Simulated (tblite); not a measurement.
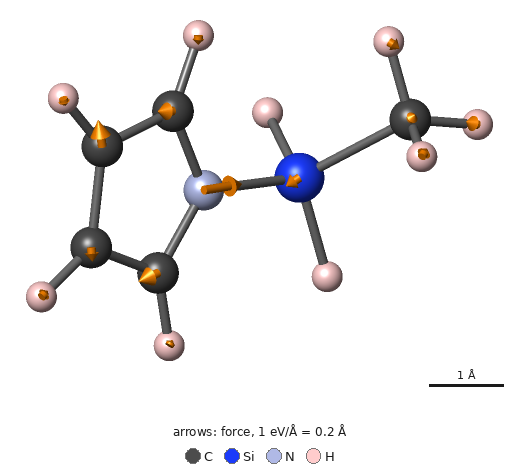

Starting geometry of C₅H₉NSi with the computed forces as orange arrows. Style: ball-and-stick. Shown at a tilt.

All numbers below come from GFN2-xTB geometry optimisation, gas phase (tblite). 

> Is this structure relaxed? If not, where do the atoms go?

It isn't relaxed: the largest force vector, on the N atom, is 3.60 eV/Å. The final displacements have little in common with the starting forces (cosine between the two patterns 0.27). The atom that moves furthest after the best rigid fit is an H atom (0.25 Å). Largest moves by element: H 0.25 Å, N 0.07 Å, Si 0.06 Å, C 0.06 Å. Some distances before and after: N–Si 1.819 → 1.752 Å, C–Si 1.863 → 1.896 Å, C–N 1.339 → 1.369 Å, C–C 1.389 → 1.415 Å. Among the angles between lasting bonds that change: Si–C–H 104.8° → 111.6°, N–C–H 126.0° → 120.4°, Si–N–C 120.7° → 125.9°. After 68 geometry steps the energy has fallen by 32.9 kJ/mol. The run took 0.41 s on 1 thread of AMD EPYC 7B13 (shared host).
